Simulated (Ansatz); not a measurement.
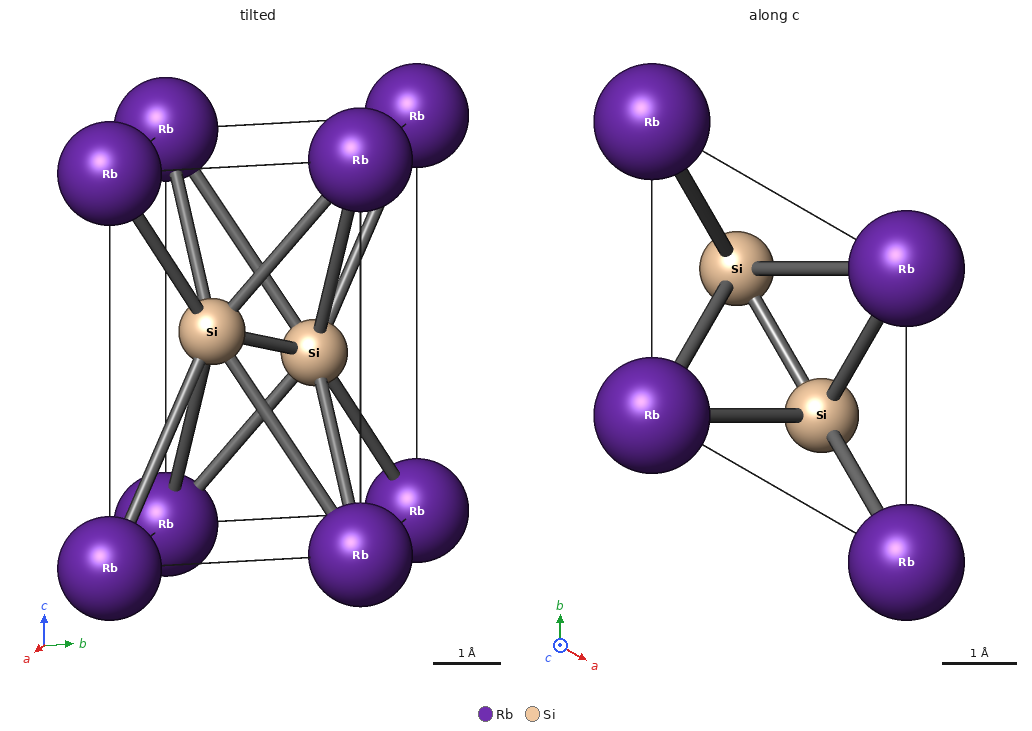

We look at a ball-and-stick model of the crystal slightly off an axis and along the c axis. Thin lines show the conventional unit cell, with boundary atoms drawn in all their periodic places.

RbSi2, space group P-3m1 (No. 164), a = 3.972 Å, b = 3.972 Å, c = 6.047 Å, α = 90.00°, β = 90.00°, γ = 120.00°. Origin of the cell: a structure type filled with these elements by a generator (whether the compound takes this form wasn't checked). Earlier steps of the study may have refined or changed the cell and positions. A calculation with Ansatz used it as input.

This one geometry was computed with Ansatz (DFT, plane waves, PAW) at three levels of theory: PBEsol, r2SCAN and PBE.

How does the band gap change with the level of theory?

All levels give a metal.

Collect the results in a table.

| level | cutoff (eV) | k-mesh of the run's cell | gap (eV) | pressure (GPa) |
| --- | --- | --- | --- | --- |
| PBEsol | 420 | 12×12×8 | metal | -1.4 |
| r2SCAN | 500 | 12×12×8 | metal | -0.8 |
| PBE | 420 | 12×12×8 | metal | 0.0 |

Gaps are taken on the k-mesh or band path of each run.
